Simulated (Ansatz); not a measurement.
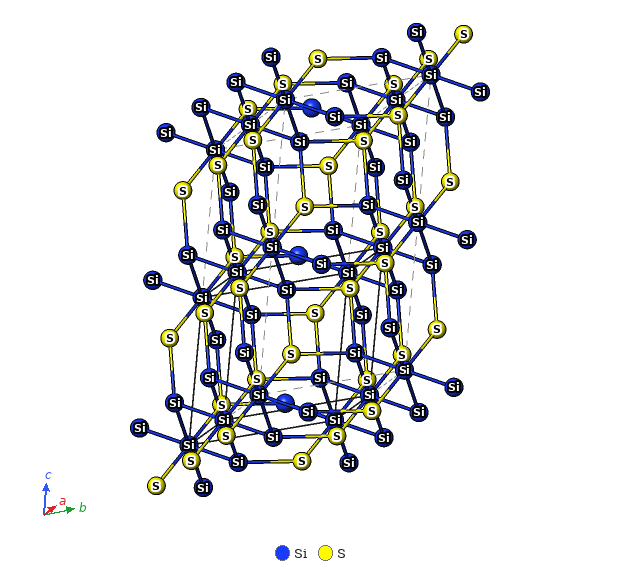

System Si3S2 (space group P-1, No. 2); source of the atomic positions: the end point of a relaxation with Ansatz 0.2.0, DFT PBE, scalar-relativistic, plane waves, PAW; the starting structure was generated, so it need not be a known form of this composition.

Bonds are taken as S–Si below 2.7 Å and Si–Si below 2.8 Å; no other contact counts. Simplification: prune 0- and 1-connected atoms, fold 2-connected ones into links.

Question: What kind of net remains, and which atoms are its nodes?

Answer: A trinodal (3,4,6)-connected, three-periodic net: S is a 3-connected node; Si(2i) is a 4-connected node; Si(1a) is a 6-connected node, in the ratio 2:2:1.

Question: Is the net interpenetrated?

Answer: It is a single net, without interpenetration.

Question: Give the first six terms of the coordination sequence (nodes one, two, three … edges away).

Answer: S: 3, 10, 27, 44, 63, 98; Si(2i): 4, 12, 28, 42, 66, 100; Si(1a): 6, 14, 22, 46, 74, 94.

The simplified net, drawn on the atoms' positions. Nodes are coloured by topological kind. Edges to nodes outside the piece are drawn as stubs.

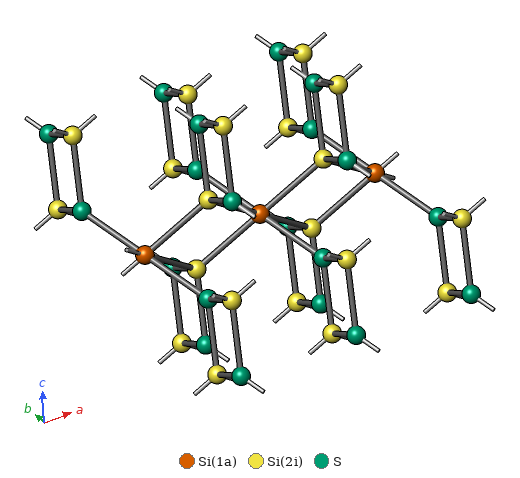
